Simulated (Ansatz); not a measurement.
**SiH2Br (doublet): wave-function methods side by side at distance Br1–H2 along a hydrogen transfer = 1.421 Å, cc-pVTZ**

Aim: climb from Hartree-Fock through coupled cluster and multireference methods for SiH2Br (doublet) at one geometry and basis, and see what each rung misses.

Program: Ansatz 0.2.0, Gaussian basis. Level of theory: cc-pVTZ, core rule «outside noble gas», up to 19 orbitals frozen. These are calculated values, not measurements.

Plan: UHF; CCSD(T) on ROHF; CCSD(T) on UHF; BCCD(T) on ROHF; CCSDT(Q) on ROHF; CCSDT(Q) on UHF; CASSCF and NEVPT2, 3 electrons in 3 orbitals; CASSCF and NEVPT2, 13 electrons in 10 orbitals.

### Step 1. What is computed

The geometry derives from fragments relaxed apart (PBE0/def2-TZVP) and kept rigid, so it is no stationary point. A hydrogen atom is moved between rigid fragments. No spin-orbit coupling is included. The filled d shell of Br may be among the frozen orbitals whatever the setting's name suggests; the logs give the count.

4 atoms, charge 0, spin multiplicity 2.

Atoms are counted from 1 here; the program's logs count them from 0.

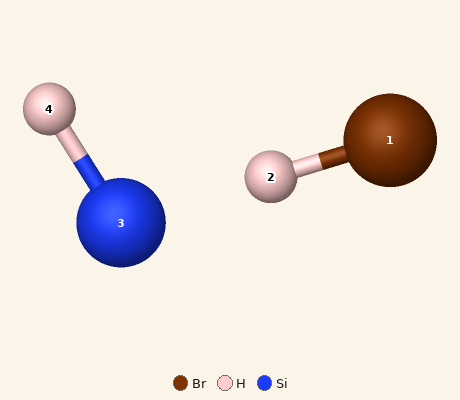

The geometry (bromine brown, hydrogen pink, silicon blue); atoms are numbered from 1 in the order of the file.

In the tables R marks a restricted open-shell determinant and U an unrestricted one; 'pair' is the active space of 3 electrons in 3 orbitals; 'valence' is the active space of 13 electrons in 10 orbitals; energies count from the table's Hartree-Fock row.

### Step 2. UHF

The input, in.yaml:

```yaml
crystal:
  periodic: [false, false, false]
  atoms:
    - {symbol: Br, position_ang: [-2.057759, 0.369878, 0.000000]}
    - {symbol: H, position_ang: [-0.637159, 0.369878, 0.000000]}
    - {symbol: Si, position_ang: [1.149241, 0.369878, 0.000000]}
    - {symbol: H, position_ang: [1.545676, -1.109635, 0.000000]}
basis:
  gaussian: {orbitals: cc-pVTZ}
magnetization: {spin_polarized: true, initial_magnetization: 1}
hamiltonian: {xc: hf}
output: {orbitals: {seedname: orbitals}}
```

Command:

```sh
> ansatz run in.yaml --threads 1 --pin off --events-out ev --progress --plain --max-ram 2816MiB --backend cpu
```

Log:

```text
Functional definition: HF
  name "HF"
  cite "Fock, Z. Phys. 61, 126 (1930) doi:10.1007/BF01340294"
  parent pbe
  exchange = exact_x
  correlation = 0
967 factors; their error is unknown
mean field evaluation 1: about -77889.3675 eV, gradient 9.3e0 eV
mean field evaluation 2: about -77890.2046 eV, gradient 4.3e0 eV
mean field evaluation 4: about -77890.3682 eV, gradient 6.1e-1 eV
mean field evaluation 8: about -77890.3766 eV, gradient 1.1e-1 eV
mean field evaluation 16: about -77890.4796 eV, gradient 9.2e0 eV
mean field evaluation 32: about -77889.3675 eV, gradient 9.3e0 eV
mean field evaluation 64: about -77891.4341 eV, gradient 5.6e-2 eV
mean field evaluation 96: about -77891.4416 eV, gradient 5.8e-2 eV
mean field evaluation 128: about -77891.4681 eV, gradient 2.1e-1 eV
mean field evaluation 160: about -77891.4407 eV, gradient 4.8e-2 eV
mean field evaluation 192: about -77890.3677 eV, gradient 6.1e-1 eV
mean field -77891.49890284 eV, -2862.4597879253 hartree, gradient 6.1e-6 eV, S^2 0.923372; 4 other end points of the search recorded, 0 dependent functions left out
reference -77891.49890284 eV, -2862.4597879253 hartree; 26, 25 occupied and 79, 80 virtual orbitals, 967 factors
Total energy: -77891.49890284 eV, -2862.4597879253 hartree
```

Wall time 15 s (1 thread of AMD EPYC 7R13, shared host); peak memory 0.35 GiB.

From the report: ⟨S²⟩ of the determinant 0.923 (pure doublet: 0.75).

### Step 3. CCSD(T) on ROHF

Changes to in.yaml since step 2:

```diff
@@ -9,4 +9,3 @@
   gaussian: {orbitals: cc-pVTZ}
-magnetization: {spin_polarized: true, initial_magnetization: 1}
-hamiltonian: {xc: hf}
-output: {orbitals: {seedname: orbitals}}
+magnetization: {spin_polarized: false, initial_magnetization: 1}
+correlation: {method: ccsd_t, electrons: outside_noble_gas}
```

Command:

```sh
> ansatz run in.yaml --threads 2 --pin off --events-out ev --progress --plain --max-ram 16896MiB --backend cuda --devices 0, --max-vram 18GiB
```

Log, cut to the lines that bear on the results:

```text
Functional definition: HF
  name "HF"
  cite "Fock, Z. Phys. 61, 126 (1930) doi:10.1007/BF01340294"
  parent pbe
[...]
639 factors; integrals over basis functions are off by at most 1.3e-3 eV
[...]
mean field -77891.31172581 eV, -2862.4529092962 hartree, gradient 1.2e-6 eV, S^2 0.750000; 6 other end points of the search recorded, 0 dependent functions left out
[...]
determinant -77891.31172581 eV, -2862.4529092962 hartree, with singles and doubles -77899.92720863 eV, -2862.7695224502 hartree
determinant -77891.30022070 eV, -2862.4524864910 hartree, with singles and doubles -77899.96866829 eV, -2862.7710460642 hartree
determinant -77891.31172581 eV, -2862.4529092962 hartree, with singles and doubles -77899.83207573 eV, -2862.7660263804 hartree
determinant -77891.30022070 eV, -2862.4524864910 hartree, with singles and doubles -77899.87356980 eV, -2862.7675512595 hartree
19 core orbitals not correlated: weight in the atoms' cores, before any rotation towards them, 1.000 or more for the frozen orbitals, at most 0.000 for the correlated occupied ones
reference -77891.30022070 eV, -2862.4524864910 hartree; 7, 6 occupied and 79, 80 virtual orbitals, 639 factors
second order -7.47081191 eV of doubles, -0.08618412 eV of singles
cycle   1  -8.57335052 eV  change   -1.4e-6 eV  update   1.9e-6
perturbative correction -0.32557406 eV, -0.0119646262 hartree
Total energy: -77900.19914528 eV, -2862.7795159376 hartree
```

Wall time 11 s (1 × H100 (card shared with other runs) with 2 threads of AMD EPYC 7R13, shared host); peak host memory 0.78 GiB.

From the report: correlation -8.8989 eV; T1 0.019; largest double amplitude 0.07.

### Step 4. CCSD(T) on UHF

Changes to in.yaml since step 3:

```diff
@@ -9,3 +9,3 @@
   gaussian: {orbitals: cc-pVTZ}
-magnetization: {spin_polarized: false, initial_magnetization: 1}
+magnetization: {spin_polarized: true, initial_magnetization: 1}
 correlation: {method: ccsd_t, electrons: outside_noble_gas}
```

Same command.

Log, cut to the lines that bear on the results:

```text
Functional definition: HF
  name "HF"
  cite "Fock, Z. Phys. 61, 126 (1930) doi:10.1007/BF01340294"
  parent pbe
[...]
639 factors; integrals over basis functions are off by at most 1.3e-3 eV
[...]
mean field -77891.49985904 eV, -2862.4598230650 hartree, gradient 2.5e-6 eV, S^2 0.923367; 15 other end points of the search recorded, 0 dependent functions left out
determinant -77891.49985904 eV, -2862.4598230650 hartree, with singles and doubles -77899.94014418 eV, -2862.7699978227 hartree
determinant -77891.48551243 eV, -2862.4592958366 hartree, with singles and doubles -77899.97325268 eV, -2862.7712145376 hartree
determinant -77891.46889938 eV, -2862.4586853184 hartree, with singles and doubles -77899.89811221 eV, -2862.7684531762 hartree
determinant -77891.44233195 eV, -2862.4577089831 hartree, with singles and doubles -77899.92150829 eV, -2862.7693129663 hartree
[...]
determinant -77891.49985904 eV, -2862.4598230650 hartree, with singles and doubles -77899.87540579 eV, -2862.7676187306 hartree
determinant -77891.48551243 eV, -2862.4592958366 hartree, with singles and doubles -77899.88116340 eV, -2862.7678303191 hartree
determinant -77891.46889938 eV, -2862.4586853184 hartree, with singles and doubles -77899.82798822 eV, -2862.7658761673 hartree
determinant -77891.44233195 eV, -2862.4577089831 hartree, with singles and doubles -77899.85659760 eV, -2862.7669275425 hartree
19 core orbitals not correlated: weight in the atoms' cores, before any rotation towards them, 1.000 or more for the frozen orbitals, at most 0.000 for the correlated occupied ones
reference -77891.48551243 eV, -2862.4592958366 hartree; 7, 6 occupied and 79, 80 virtual orbitals, 639 factors
second order -7.32006186 eV of doubles, -0.00000000 eV of singles
cycle   1  -8.39565312 eV  change   -2.1e-6 eV  update   7.4e-6
perturbative correction -0.31704961 eV, -0.0116513584 hartree
Total energy: -77900.19821516 eV, -2862.7794817563 hartree
```

Wall time 24 s (1 × H100 (card shared with other runs) with 2 threads of AMD EPYC 7R13, shared host); peak host memory 0.8 GiB.

From the report: ⟨S²⟩ of the determinant 0.787 (pure doublet: 0.75); correlation -8.7127 eV; T1 0.016; largest double amplitude 0.07.

### Step 5. BCCD(T) on ROHF

Changes to in.yaml since step 4:

```diff
@@ -9,3 +9,3 @@
   gaussian: {orbitals: cc-pVTZ}
-magnetization: {spin_polarized: true, initial_magnetization: 1}
-correlation: {method: ccsd_t, electrons: outside_noble_gas}
+magnetization: {spin_polarized: false, initial_magnetization: 1}
+correlation: {method: bccd_t, electrons: outside_noble_gas}
```

Launched as before.

Log, cut to the lines that bear on the results:

```text
Functional definition: HF
  name "HF"
  cite "Fock, Z. Phys. 61, 126 (1930) doi:10.1007/BF01340294"
  parent pbe
[...]
639 factors; integrals over basis functions are off by at most 1.3e-3 eV
[...]
mean field -77891.31172581 eV, -2862.4529092962 hartree, gradient 1.2e-6 eV, S^2 0.750000; 6 other end points of the search recorded, 0 dependent functions left out
[...]
determinant -77891.31172581 eV, -2862.4529092962 hartree, with singles and doubles -77899.92720863 eV, -2862.7695224502 hartree
determinant -77891.30022070 eV, -2862.4524864910 hartree, with singles and doubles -77899.96866829 eV, -2862.7710460642 hartree
determinant -77891.31172581 eV, -2862.4529092962 hartree, with singles and doubles -77899.83207573 eV, -2862.7660263804 hartree
determinant -77891.30022070 eV, -2862.4524864910 hartree, with singles and doubles -77899.87356980 eV, -2862.7675512595 hartree
19 core orbitals not correlated: weight in the atoms' cores, before any rotation towards them, 1.000 or more for the frozen orbitals, at most 0.000 for the correlated occupied ones
reference -77891.30022070 eV, -2862.4524864910 hartree; 7, 6 occupied and 79, 80 virtual orbitals, 639 factors
second order -7.47081191 eV of doubles, -0.08618412 eV of singles
cycle   1  -8.57373480 eV  change   -3.9e-4 eV  update   5.2e-3
[...]
cycle   9  -8.57108956 eV  change   -5.0e-6 eV  update   1.0e-5
perturbative correction -0.32731324 eV, -0.0120285399 hartree
Total energy: -77900.19862350 eV, -2862.7794967624 hartree
```

Run time: 8 s. Hardware: 1 × H100 (card shared with other runs) with 2 threads of AMD EPYC 7R13, shared host; peak host memory 0.79 GiB.

From the report: correlation -8.8984 eV; largest double amplitude 0.07.

### Step 6. CCSDT(Q) on ROHF

Changes to in.yaml since step 5:

```diff
@@ -10,2 +10,2 @@
 magnetization: {spin_polarized: false, initial_magnetization: 1}
-correlation: {method: bccd_t, electrons: outside_noble_gas}
+correlation: {method: ccsdt_q, electrons: outside_noble_gas}
```

The command is unchanged.

Log, cut to the lines that bear on the results:

```text
Functional definition: HF
  name "HF"
  cite "Fock, Z. Phys. 61, 126 (1930) doi:10.1007/BF01340294"
  parent pbe
[...]
1224 factors; integrals over basis functions are off by at most 2.4e-7 eV
[...]
mean field -77891.31177415 eV, -2862.4529110728 hartree, gradient 2.3e-6 eV, S^2 0.750000; 6 other end points of the search recorded, 0 dependent functions left out
[...]
determinant -77891.31177415 eV, -2862.4529110728 hartree, with singles and doubles -77899.92728118 eV, -2862.7695251163 hartree
determinant -77891.30025397 eV, -2862.4524877138 hartree, with singles and doubles -77899.96872790 eV, -2862.7710482549 hartree
determinant -77891.31177415 eV, -2862.4529110728 hartree, with singles and doubles -77899.83211325 eV, -2862.7660277592 hartree
determinant -77891.30025397 eV, -2862.4524877138 hartree, with singles and doubles -77899.87359271 eV, -2862.7675521015 hartree
19 core orbitals not correlated: weight in the atoms' cores, before any rotation towards them, 1.000 or more for the frozen orbitals, at most 0.000 for the correlated occupied ones
reference -77891.30025397 eV, -2862.4524877138 hartree; 7, 6 occupied and 79, 80 virtual orbitals, 1224 factors
second order -7.47084788 eV of doubles, -0.08618376 eV of singles
cycle   1  -8.26279413 eV  change   -7.0e-1 eV  update   8.7e-2
[...]
cycle  20  -8.93303214 eV  change   -2.5e-7 eV  update   6.8e-7
perturbative correction -0.01425890 eV, -0.0005240048 hartree
Total energy: -77900.24754500 eV, -2862.7812945946 hartree
```

Run time: 35 s. Hardware: 1 × H100 (card shared with other runs) with 2 threads of AMD EPYC 7R13, shared host; peak host memory 1.1 GiB.

From the report: correlation -8.9473 eV; T1 0.019; largest double amplitude 0.07.

### Step 7. CCSDT(Q) on UHF

Changes to in.yaml since step 6:

```diff
@@ -9,3 +9,3 @@
   gaussian: {orbitals: cc-pVTZ}
-magnetization: {spin_polarized: false, initial_magnetization: 1}
+magnetization: {spin_polarized: true, initial_magnetization: 1}
 correlation: {method: ccsdt_q, electrons: outside_noble_gas}
```

The command is unchanged.

Log, cut to the lines that bear on the results:

```text
Functional definition: HF
  name "HF"
  cite "Fock, Z. Phys. 61, 126 (1930) doi:10.1007/BF01340294"
  parent pbe
[...]
1224 factors; integrals over basis functions are off by at most 2.4e-7 eV
[...]
mean field -77891.49989340 eV, -2862.4598243274 hartree, gradient 3.0e-6 eV, S^2 0.923373; 17 other end points of the search recorded, 0 dependent functions left out
determinant -77891.49989340 eV, -2862.4598243274 hartree, with singles and doubles -77899.94025600 eV, -2862.7700019319 hartree
determinant -77891.48554524 eV, -2862.4592970425 hartree, with singles and doubles -77899.97379681 eV, -2862.7712345342 hartree
determinant -77891.46894555 eV, -2862.4586870151 hartree, with singles and doubles -77899.89828108 eV, -2862.7684593823 hartree
determinant -77891.44237929 eV, -2862.4577107229 hartree, with singles and doubles -77899.92167303 eV, -2862.7693190206 hartree
[...]
determinant -77889.14524048 eV, -2862.3732924289 hartree, with singles and doubles -77897.29546477 eV, -2862.6728076470 hartree
determinant -77888.06048901 eV, -2862.3334285474 hartree, with singles and doubles -77896.59632751 eV, -2862.6471148267 hartree
determinant -77888.04221853 eV, -2862.3327571197 hartree, with singles and doubles -77896.53417832 eV, -2862.6448308859 hartree
determinant -77891.44237929 eV, -2862.4577107229 hartree, with no singles and doubles
19 core orbitals not correlated: weight in the atoms' cores, before any rotation towards them, 1.000 or more for the frozen orbitals, at most 0.000 for the correlated occupied ones
reference -77891.48554524 eV, -2862.4592970425 hartree; 7, 6 occupied and 79, 80 virtual orbitals, 1224 factors
second order -7.32009714 eV of doubles, -0.00000000 eV of singles
cycle   1  -8.05323981 eV  change   -7.3e-1 eV  update   8.9e-2
[...]
cycle  19  -8.74902785 eV  change   -6.7e-7 eV  update   1.4e-6
perturbative correction -0.01435840 eV, -0.0005276615 hartree
Total energy: -77900.24893150 eV, -2862.7813455473 hartree
```

It took 34 s on 1 × H100 (card shared with other runs) with 2 threads of AMD EPYC 7R13, shared host; peak host memory 1 GiB.

From the report: ⟨S²⟩ of the determinant 0.787 (pure doublet: 0.75); correlation -8.7634 eV; T1 0.017; largest double amplitude 0.08.

### Step 8. CASSCF and NEVPT2, 3 electrons in 3 orbitals

Changes to in.yaml since step 7:

```diff
@@ -9,3 +9,3 @@
   gaussian: {orbitals: cc-pVTZ}
-magnetization: {spin_polarized: true, initial_magnetization: 1}
-correlation: {method: ccsdt_q, electrons: outside_noble_gas}
+magnetization: {spin_polarized: false, initial_magnetization: 1}
+correlation: {method: sc_nevpt2, electrons: outside_noble_gas, active_space: {window: {electrons: 3, orbitals: 3}}}
```

Same command.

Log, cut to the lines that bear on the results:

```text
Functional definition: HF
  name "HF"
  cite "Fock, Z. Phys. 61, 126 (1930) doi:10.1007/BF01340294"
  parent pbe
[...]
639 factors; integrals over basis functions are off by at most 1.3e-3 eV
[...]
mean field -77891.31172581 eV, -2862.4529092962 hartree, gradient 1.2e-6 eV, S^2 0.750000; 5 other end points of the search recorded, 0 dependent functions left out
reference -77891.31172581 eV, -2862.4529092962 hartree; 26, 25 occupied and 79, 80 virtual orbitals, 639 factors
state -77891.80012190 eV, -2862.4708575213 hartree
state -77891.80012190 eV, -2862.4708575213 hartree; corrected -77898.87574299 eV, -2862.7308818004 hartree
state -77891.74384443 eV, -2862.4687893625 hartree
state -77891.74384443 eV, -2862.4687893625 hartree; corrected -77898.69464698 eV, -2862.7242266448 hartree
state -77891.80012190 eV, -2862.4708575213 hartree; corrected -77898.87574299 eV, -2862.7308818004 hartree
state -77891.78408090 eV, -2862.4702680255 hartree
state -77891.78408090 eV, -2862.4702680255 hartree; corrected -77898.77379850 eV, -2862.7271354094 hartree
state -77891.80012190 eV, -2862.4708575213 hartree; corrected -77898.87574299 eV, -2862.7308818004 hartree
the orbitals are reached from a further start. From the first start the search ends at -77891.74383658 eV, -2862.4687890741 hartree
Total energy: -77898.87574299 eV, -2862.7308818004 hartree
```

Wall time 6 s (1 × H100 (card shared with other runs) with 2 threads of AMD EPYC 7R13, shared host); peak host memory 0.77 GiB.

From the report: 9 determinants; active occupations 1.93, 1.00, 0.07.

### Step 9. CASSCF and NEVPT2, 13 electrons in 10 orbitals

Changes to in.yaml since step 8:

```diff
@@ -10,2 +10,2 @@
 magnetization: {spin_polarized: false, initial_magnetization: 1}
-correlation: {method: sc_nevpt2, electrons: outside_noble_gas, active_space: {window: {electrons: 3, orbitals: 3}}}
+correlation: {method: sc_nevpt2, electrons: outside_noble_gas, active_space: {window: {electrons: 13, orbitals: 10}, shells: [{species: Br, l: s, shell: 4}, {species: Br, l: p, shell: 4}, {species: H, l: s, shell: 1}, {species: Si, l: s, shell: 3}, {species: Si, l: p, shell: 3}]}}
```

Same command.

Log:

```text
Functional definition: HF
  name "HF"
  cite "Fock, Z. Phys. 61, 126 (1930) doi:10.1007/BF01340294"
  parent pbe
  exchange = exact_x
  correlation = 0
1224 factors; integrals over basis functions are off by at most 2.4e-7 eV
mean field evaluation 1: about -77890.4502 eV, gradient 1.2e1 eV
mean field evaluation 2: about -77890.4538 eV, gradient 1.2e1 eV
mean field evaluation 4: about -77891.2813 eV, gradient 1.6e0 eV
mean field evaluation 8: about -77891.3001 eV, gradient 1.2e-1 eV
mean field evaluation 16: about -77891.3123 eV, gradient 2.6e-1 eV
mean field evaluation 32: about -77891.2974 eV, gradient 3.5e-2 eV
mean field -77891.31177415 eV, -2862.4529110728 hartree, gradient 2.3e-6 eV, S^2 0.750000; 5 other end points of the search recorded, 0 dependent functions left out
reference -77891.31177415 eV, -2862.4529110728 hartree; 26, 25 occupied and 79, 80 virtual orbitals, 1224 factors
state -77892.80577232 eV, -2862.5078144928 hartree
state -77892.80577232 eV, -2862.5078144928 hartree; corrected -77898.39782692 eV, -2862.7133187087 hartree
Total energy: -77898.39782692 eV, -2862.7133187087 hartree
Checks for a lower state left out: starts, orbital_swaps
```

Wall time 5.5 s (1 × H100 (card shared with other runs) with 2 threads of AMD EPYC 7R13, shared host); peak host memory 0.8 GiB.

From the report: 12,656 determinants; active occupations 2.00, 2.00, 2.00, 1.98, 1.97, 1.92, 1.00, 0.08, 0.03, 0.02.

### Step 10. Natural occupations

Natural occupations of the CASSCF valence state about the gap (report; correlated orbitals 3 to 10): 1.999, 1.979, 1.972, 1.922, 1.000, 0.080, 0.027, 0.023. The count of effectively unpaired electrons, Σ n²(2 − n)², is 1.06; a single determinant of this spin has 1.

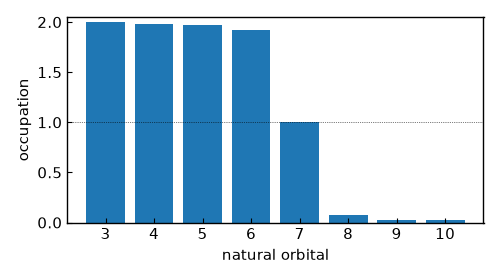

Natural occupations of the CASSCF valence state.

### Step 11. All levels against the top one

The yardstick is UCCSDT(Q), where the cluster series has nearly closed. Rows without a time come out of other runs: HF, MP2 and CCSD of CCSD(T), CCSDT of CCSDT(Q), CASSCF and MRCISD of the multireference runs.

| method | energy from the lowest RHF (meV) | from UCCSDT(Q) (meV) | time |
| --- | --- | --- | --- |
| RHF | 0.0 | +8937.2 |  |
| UHF | -187.2 | +8750.0 | 15 s |
| RMP2 | -7545.5 | +1391.7 |  |
| UMP2 | -7493.8 | +1443.4 |  |
| RCCSD | -8561.8 | +375.4 |  |
| UCCSD | -8569.4 | +367.8 |  |
| RCCSD(T) | -8887.4 | +49.8 | 11 s (GPU) |
| UCCSD(T) | -8886.5 | +50.7 | 24 s (GPU) |
| BCCD(T) | -8886.9 | +50.3 | 8 s (GPU) |
| RCCSDT | -8921.6 | +15.6 |  |
| UCCSDT | -8922.8 | +14.4 |  |
| RCCSDT(Q) | -8935.8 | +1.4 | 35 s (GPU) |
| UCCSDT(Q) | -8937.2 | 0 | 34 s (GPU) |
| CASSCF pair | -488.4 | +8448.8 |  |
| NEVPT2 pair | -7564.0 | +1373.2 | 6 s (GPU) |
| CASSCF valence | -1494.0 | +7443.2 |  |
| NEVPT2 valence | -7086.1 | +1851.1 | 5.5 s (GPU) |

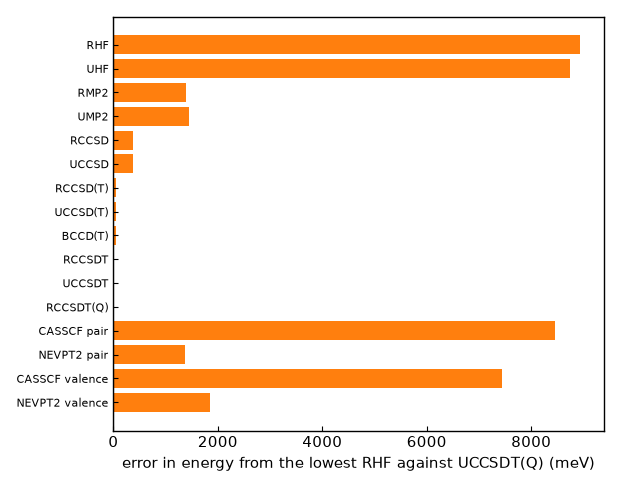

Deviations from UCCSDT(Q), method by method.

Some runs used a GPU and others CPU threads alone; cost is compared among the GPU runs only.

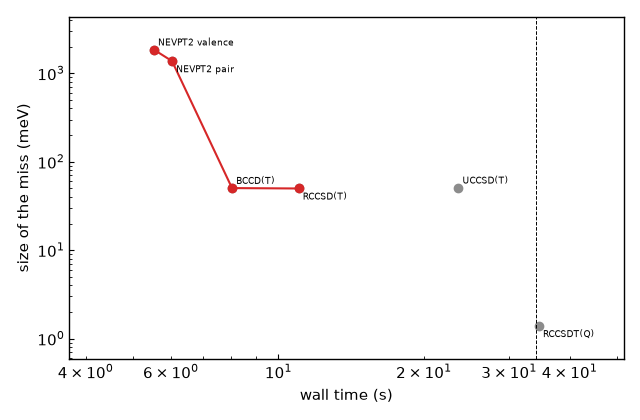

Accuracy for the time spent; red marks the levels that beat every quicker one drawn (of those quicker than the yardstick), and the dashed line is the time of UCCSDT(Q). Times are from a shared host.

### Step 12. Summary of results

| quantity | value |
| --- | --- |
| UCCSDT(Q) below the RHF energy | -8.9372 eV |
| RMP2 from UCCSDT(Q) | +1391.7 meV |
| UMP2 from UCCSDT(Q) | +1443.4 meV |
| RCCSD from UCCSDT(Q) | +375.4 meV |
| RCCSD(T) from UCCSDT(Q) | +49.8 meV |
| UCCSD(T) from UCCSDT(Q) | +50.7 meV |
| RCCSDT(Q) from UCCSDT(Q) | +1.4 meV |
| NEVPT2 pair from UCCSDT(Q) | +1373.2 meV |
| NEVPT2 valence from UCCSDT(Q) | +1851.1 meV |
| levels within 1 kcal/mol (43 meV) | RCCSDT, UCCSDT, RCCSDT(Q) |
| T1 diagnostic | 0.019 |
| effectively unpaired electrons | 1.06 |

**Reading.** RCCSD(T) misses by +49.8 meV, 0.6 % of the correlation energy. One determinant dominates. Of the multireference levels listed NEVPT2 pair comes nearest in total energy (+1373.2 meV), which doesn't show that its space is the better one. Coupled cluster took another determinant than the lowest Hartree-Fock one. These misses are within one basis, not against nature; the frozen cores of restricted and unrestricted runs differ, which can shift their rows.

RCCSD(T) reaches 49.8 meV from the reference in 11 s, where UCCSDT(Q) took 34 s; the quickest level in the cost chart, NEVPT2 valence, takes 5.5 s and misses by 1851.1 meV.
